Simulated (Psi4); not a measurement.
## Property calculation, with input and output: CH4BN (charge −1) (part 2 of 2)

The same run, continued: CH4BN, charge −1, multiplicity 2; HF/aug-cc-pCVDZ, UHF, ddCOSMO solvent chlorobenzene (Psi4 1.11). The geometry comes from this level: GFN2-xTB.

Geometry of the input (Å):
```
B  -0.8834  0.3397  -0.6021
C  0.3021  0.0348  0.2516
N  0.9094  -1.1511  0.3777
H  -1.4345  -0.4715  -1.2858
H  -1.3285  1.4626  -0.6177
H  0.7270  0.8885  0.8463
H  1.7079  -1.1031  1.0301
```

**Output, continued**
```
      12A    -35.896936    13A    -35.084025    14A    -33.592145
      15A    -32.675467    16A    -29.158199    17A    -28.991704
      18A    -27.820301    19A    -26.388887    20A    -24.868725
      21A    -24.193273    22A    -23.891385    23A    -23.810505
      24A    -23.505742    25A    -22.547391    26A    -22.311073
      27A    -20.756489    28A    -19.657722    29A    -18.071941
      30A    -17.294081    31A    -16.796560    32A    -16.250209
      33A    -15.221560    34A    -15.170954    35A    -14.988331
      36A    -14.523087    37A    -13.737997    38A    -12.980594
      39A    -12.874357    40A    -12.660157    41A    -12.191460
      42A    -11.896967    43A    -10.244670    44A     -9.688973
      45A     -9.266070    46A     -8.790597    47A     -8.666115
      48A     -8.607642    49A     -7.857001    50A     -7.517621
      51A     -7.403664    52A     -7.025307    53A     -6.656327
      54A     -6.501332    55A     -6.138736    56A     -5.991110
      57A     -5.751179    58A     -5.332758    59A     -5.207808
      60A     -4.581401    61A     -4.190031    62A     -4.000048
      63A     -3.852813    64A     -3.733046    65A     -3.617999
      66A     -2.988931    67A     -2.911496    68A     -2.733279
      69A     -2.247473    70A     -2.105743    71A     -1.956076
      72A     -1.685596    73A     -1.627481    74A     -1.515527
      75A     -1.431317    76A     -1.309183    77A     -1.141823
      78A     -0.961807    79A     -0.790935    80A     -0.595122
      81A     -0.518389    82A     -0.411627    83A     -0.270584
      84A     -0.202223    85A     -0.148696    86A     -0.092409
      87A      0.142584    88A      0.249170    89A      0.263183
      90A      0.619956    91A      0.670383    92A      0.937010
      93A      0.981685    94A      1.196022    95A      1.358741
      96A      1.612030    97A      1.808761    98A      2.578470
      99A      3.054503   100A      3.723092   101A      4.063794
     102A      4.572008   103A      4.734083   104A      5.553474
     105A      6.485277   106A      7.257029   107A      7.925520
     108A      8.154101   109A      8.601934   110A     13.269620
     111A     14.663465   112A     18.447533   113A     21.334987
     114A     21.746973   115A     22.029254   116A     34.915981
     117A    125.281406

    Final Occupation by Irrep:
              A
    DOCC [    11 ]
    SOCC [     1 ]
    NA   [    12 ]
    NB   [    11 ]

  @UHF Final Energy:  -658.34092674722331

   => Energetics <=

    Nuclear Repulsion Energy =             56.8281010098417454
    One-Electron Energy =                -113.8687879107164918
    Two-Electron Energy =                  69.8972135667509633
    DD Solvation Energy =               -671.1974534130995380
    Total Energy =                       -658.3409267472233068

  UHF NO Occupations:
  HONO-2 :   10  A 1.9999963
  HONO-1 :   11  A 1.9999581
  HONO-0 :   12  A 1.0000000
  LUNO+0 :   13  A 0.0000419
  LUNO+1 :   14  A 0.0000037
  LUNO+2 :   15  A 0.0000017
  LUNO+3 :   16  A 0.0000002

Computation Completed

Properties will be evaluated at   0.000000,   0.000000,   0.000000 [a0]

Properties computed using the SCF density matrix

 Multipole Moments:

 ------------------------------------------------------------------------------------
     Multipole            Electronic (a.u.)      Nuclear  (a.u.)        Total (a.u.)
 ------------------------------------------------------------------------------------

 L = 1.  Multiply by 2.5417464519 to convert [e a0] to [Debye]
 Dipole X            :         71.3029659            0.1032190           71.4061850
 Dipole Y            :        -23.6217124            1.1681636          -22.4535488
 Dipole Z            :         48.1281681            0.4354101           48.5635782
 Magnitude           :                                                   89.2268246

 L = 2.  Multiply by 1.3450342976 to convert [e a0^2] to [Debye ang]
 Quadrupole XX       :       -433.4499799           60.6046772         -372.8453027
 Quadrupole XY       :         77.3181979          -37.2448839           40.0733139
 Quadrupole XZ       :       -163.6903078           37.0892860         -126.6010219
 Quadrupole YY       :       -321.6302732           46.1818276         -275.4484457
 Quadrupole YZ       :         24.0016154          -15.7702525            8.2313628
 Quadrupole ZZ       :       -316.3523335           24.8157653         -291.5365682
 Traceless XX        :        -76.3057844           16.7372539          -59.5685305
 Traceless YY        :         35.5139223            2.3144042           37.8283265
 Traceless ZZ        :         40.7918620          -19.0516581           21.7402039

 L = 3.  Multiply by 0.7117614979 to convert [e a0^3] to [Debye ang^2]
 Octupole XXX        :       2283.4752302          -39.4843481         2243.9908821
 Octupole XXY        :       -416.6897192           10.1335796         -406.5561395
 Octupole XXZ        :        885.0462827          -28.4076807          856.6386020
 Octupole XYY        :        981.4301438           -3.0501980          978.3799458
 Octupole XYZ        :        -50.2115543            7.1446829          -43.0668714
 Octupole XZZ        :        923.9797503          -20.4856028          903.4941475
 Octupole YYY        :       -971.0716318           18.7355716         -952.3360603
 Octupole YYZ        :        594.0276393            3.2169461          597.2445854
 Octupole YZZ        :       -152.4083100            6.6542940         -145.7540160
 Octupole ZZZ        :       1356.2988881          -14.3227788         1341.9761094

 ------------------------------------------------------------------------------------

 Multipole Moments:

 ------------------------------------------------------------------------------------
     Multipole            Electronic (a.u.)      Nuclear  (a.u.)        Total (a.u.)
 ------------------------------------------------------------------------------------

 L = 1.  Multiply by 2.5417464519 to convert [e a0] to [Debye]
 Dipole X            :         71.3029659            0.1032190           71.4061850
 Dipole Y            :        -23.6217124            1.1681636          -22.4535488
 Dipole Z            :         48.1281681            0.4354101           48.5635782
 Magnitude           :                                                   89.2268246

 ------------------------------------------------------------------------------------
  Mulliken Charges: (a.u.)
   Center  Symbol    Alpha    Beta     Spin     Total
       1     B     5.34341  5.22875  0.11466 -5.57217
       2     C    -1.08466 -0.48058 -0.60408  7.56524
       3     N    -0.29423 -0.37201  0.07778  7.66624
       4     H     4.47245  4.62000 -0.14754 -8.09245
       5     H     3.59540  1.96666  1.62874 -4.56206
       6     H    -0.15316 -0.09491 -0.05825  1.24807
       7     H     0.12078  0.13209 -0.01131  0.74713

   Total alpha = 12.00000, Total beta = 11.00000, Total charge = -1.00000

  ==> Computing MBIS Charges <==

  Electron Count from Grid (Expected Number): 22.99943 (23.00000)
  Difference: -0.00057

  MBIS Charges: (a.u.)
   Center  Symbol  Z      Pop.       Charge
      1       B    5   10.081463   -5.081463
      2       C    6    0.000001    5.999999
      3       N    7    0.000011    6.999989
      4       H    1    9.723336   -8.723336
      5       H    1    3.194617   -2.194617
      6       H    1    0.000000    1.000000
      7       H    1    0.000000    1.000000

  MBIS Dipoles: [e a0]
   Center  Symbol  Z        X           Y           Z
      1       B    5    9.222857    0.166762    6.761168
      2       C    6    0.000001    0.000000    0.000001
      3       N    7    0.000000    0.000000    0.000000
      4       H    1    2.961982   -7.504963   -0.356403
      5       H    1    1.152156    2.222156    1.089731
      6       H    1    0.000000    0.000000    0.000000
      7       H    1    0.000000    0.000000    0.000000

  MBIS Quadrupoles: [e a0^2]
   Center  Symbol  Z      XX        XY        XZ        YY        YZ        ZZ
      1       B    5   -195.7824    8.2634   -23.9787   -261.2676   -19.8084   -188.8926
      2       C    6   -0.0000    0.0000   -0.0000   -0.0000   -0.0000   -0.0000
      3       N    7   -0.0000    0.0000   -0.0000   -0.0000   -0.0000   -0.0000
      4       H    1   -19.4181   -0.2008    3.9433   -24.5856   -0.8321   -21.9118
      5       H    1   -4.4492   -0.9525   -0.0396   -5.4700   -0.6221   -5.1616
      6       H    1   -0.0000    0.0000   -0.0000   -0.0000   -0.0000   -0.0000
      7       H    1   -0.0000    0.0000   -0.0000   -0.0000   -0.0000   -0.0000

  MBIS Octupoles: [e a0^3]
   Center  Symbol  Z      XXX       XXY       XXZ       XYY       XYZ       XZZ       YYY       YYZ       YZZ       ZZZ
      1       B    5   236.4215   50.9114   83.5011   253.9558   64.4739   114.5810   51.4756   193.4961   114.4162   244.5816
      2       C    6    0.0001    0.0000    0.0000    0.0001    0.0000    0.0000   -0.0000    0.0000    0.0000    0.0001
      3       N    7    0.0000    0.0000    0.0000    0.0000    0.0000    0.0000   -0.0000    0.0000    0.0000    0.0000
      4       H    1   18.6374   -8.5611    3.5726   10.4990    3.6913   10.1379   -17.0125    8.2635   -7.0228    2.9964
      5       H    1    3.7168    2.4066    1.4571    2.3391   -0.6171    1.2015    5.1919    0.7326    3.0862    4.0703
      6       H    1    0.0000    0.0000    0.0000    0.0000    0.0000    0.0000    0.0000    0.0000    0.0000    0.0000
      7       H    1    0.0000    0.0000    0.0000    0.0000    0.0000    0.0000   -0.0000    0.0000    0.0000    0.0000

  MBIS Radial Moments:
   Center  Symbol  Z      [a0^2]      [a0^3]      [a0^4]
      1       B    5   645.942666   6951.536388   78907.125739
      2       C    6    0.000108    0.001233    0.014739
      3       N    7    0.000008    0.000096    0.001160
      4       H    1   65.915441   246.231209   1141.930597
      5       H    1   15.080779   45.627452   168.438705
      6       H    1    0.000004    0.000042    0.000507
      7       H    1    0.000005    0.000061    0.000741

  MBIS Valence Widths: [a0]
   Center  Symbol  Z     Width
      1       B    5    2.739347
      2       C    6    3.190725
      3       N    7    3.185724
      4       H    1    0.759660
      5       H    1    0.640319
      6       H    1    3.153411
      7       H    1    2.988623

  MBIS Valence Charges: (a.u.)
   Center  Symbol  Z     Charge
      1       B    5   -7.967113
      2       C    6   -0.000001
      3       N    7   -0.000000
      4       H    1   -9.723336
      5       H    1   -3.194617
      6       H    1   -0.000000
      7       H    1   -0.000000

  Wiberg Bond Indices using Orthogonal Lowdin Orbitals:

  Total Bond Index:
  Irrep: 1 Size: 7 x 7

                 1                   2                   3                   4                   5

    1     0.00000000000000     1.60361466376367     0.24213178056306     3.64972173984132     1.93044908191036
    2     1.60361466376367     0.00000000000000     0.13986573607953     0.27732861949596     0.18457342719907
    3     0.24213178056306     0.13986573607953     0.00000000000000     0.04711013394030     0.04046046156432
    4     3.64972173984132     0.27732861949596     0.04711013394030     0.00000000000000     0.46845620330798
    5     1.93044908191036     0.18457342719907     0.04046046156432     0.46845620330798     0.00000000000000
    6     0.24674926415892     0.05098172648032     0.01495411593010     0.20595654060906     0.06705070232349
    7     0.15924548684914     0.01924080796177     0.00786045380032     0.05669277249410     0.04090750366176

                 6                   7

    1     0.24674926415892     0.15924548684914
    2     0.05098172648032     0.01924080796177
    3     0.01495411593010     0.00786045380032
    4     0.20595654060906     0.05669277249410
    5     0.06705070232349     0.04090750366176
    6     0.00000000000000     0.01371474159048
    7     0.01371474159048     0.00000000000000

  Alpha Contribution:
  Irrep: 1 Size: 7 x 7

                 1                   2                   3                   4                   5

    1     0.00000000000000     0.82472253712645     0.12152912463063     1.84389652005284     1.02771049872056
    2     0.82472253712645     0.00000000000000     0.07021952034894     0.14376227699916     0.08743969621939
    3     0.12152912463063     0.07021952034894     0.00000000000000     0.02361936528683     0.02128935921954
    4     1.84389652005284     0.14376227699916     0.02361936528683     0.00000000000000     0.25079597545195
    5     1.02771049872056     0.08743969621939     0.02128935921954     0.25079597545195     0.00000000000000
    6     0.12279216466374     0.02486282304171     0.00754057789321     0.10136551430817     0.04165898949520
    7     0.08944939996914     0.01154592842195     0.00424544193409     0.02922705268816     0.01962239625007

                 6                   7

    1     0.12279216466374     0.08944939996914
    2     0.02486282304171     0.01154592842195
    3     0.00754057789321     0.00424544193409
    4     0.10136551430817     0.02922705268816
    5     0.04165898949520     0.01962239625007
    6     0.00000000000000     0.00720035376475
    7     0.00720035376475     0.00000000000000

  Beta Contribution:
  Irrep: 1 Size: 7 x 7

                 1                   2                   3                   4                   5

    1     0.00000000000000     0.77889212663722     0.12060265593243     1.80582521978848     0.90273858318980
    2     0.77889212663722     0.00000000000000     0.06964621573059     0.13356634249680     0.09713373097967
    3     0.12060265593243     0.06964621573059     0.00000000000000     0.02349076865347     0.01917110234478
    4     1.80582521978848     0.13356634249680     0.02349076865347     0.00000000000000     0.21766022785603
    5     0.90273858318980     0.09713373097967     0.01917110234478     0.21766022785603     0.00000000000000
    6     0.12395709949518     0.02611890343861     0.00741353803689     0.10459102630089     0.02539171282828
    7     0.06979608687999     0.00769487953982     0.00361501186623     0.02746571980593     0.02128510741169

                 6                   7

    1     0.12395709949518     0.06979608687999
    2     0.02611890343861     0.00769487953982
    3     0.00741353803689     0.00361501186623
    4     0.10459102630089     0.02746571980593
    5     0.02539171282828     0.02128510741169
    6     0.00000000000000     0.00651438782574
    7     0.00651438782574     0.00000000000000

  Atomic Valences:

 #  #
 Irrep: 1
      1:    7.831912017086470
      2:    2.275604980980321
      3:    0.492382681877630
      4:    4.705266009688724
      5:    2.731897379966981
      6:    0.599407091092377
      7:    0.297661766357557

	total time  =         49 seconds =       0.82 minutes

    Psi4 run time: 0:00:49.59
```

**File result.json**
```
{
 "driver": "energy",
 "model": {
  "method": "hf",
  "basis": "aug-cc-pCVDZ"
 },
 "success": true,
 "return_result": -658.3409267472233,
 "properties": {
  "calcinfo_nbasis": 117,
  "calcinfo_nmo": 117,
  "calcinfo_nalpha": 12,
  "calcinfo_nbeta": 11,
  "calcinfo_natom": 7,
  "nuclear_repulsion_energy": 56.828101009841745,
  "return_energy": -658.3409267472233,
  "scf_one_electron_energy": -113.86878791071649,
  "scf_two_electron_energy": 69.89721356675096,
  "scf_dipole_moment": [71.4061849570998, -22.453548802674394, 48.56357818363293],
  "scf_total_energy": -658.3409267472233,
  "scf_iterations": 24
 }
}
```

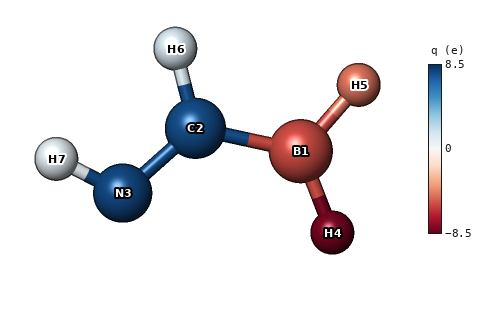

Mulliken charges, as the colour of each atom (ball-and-stick view, seen at a tilt; atoms are numbered from 1 in the order of the input). By element: B −5.57, C +7.57, N +7.67 and H −8.09 to +1.25 e.

**Results in brief**

- outcome: converged
- total energy: −658.340927 hartree
- solvation energy: −671.197453 hartree
- basis functions: 117
- ⟨S²⟩: 0.750
- wall time: 51 s
- peak memory: 0.28 GiB
